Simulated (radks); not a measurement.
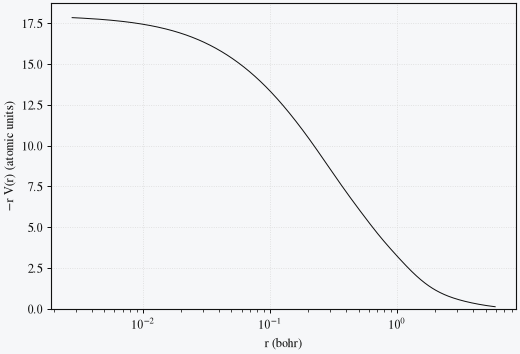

System: atomic argon (Ar), configuration [Ne] 3s2 3p6. Theory: scalar-relativistic Kohn-Sham, exchange-only LDA, spin-unpolarised, spherical densities, finite nucleus (computed with the in-house radial solver radks).

```
Z 18
configuration [Ar]
relativity scalar-relativistic
functional lda,
spin unpolarised
nucleus finite rms 3.4274 fm
c 137.035999084
```

The run was one of a batch (task.json lists them), launched with:
```bash
python run_ks.py task.json out
```

The plot shows the screened charge −r V(r) of the Kohn-Sham potential.

Q: What does the plot show?

Answer: Close to the nucleus it reaches 17.8, near the nuclear charge 18; inside the finite nucleus, left of the plot, it would fall to zero. It falls through 9, midway between the nuclear and the ionic charge, at r = 0.27 bohr, and stands at 0.13 at the end of the plot (r = 5.9 bohr); the net charge is 0. The exact potential would level off one unit above the net charge.
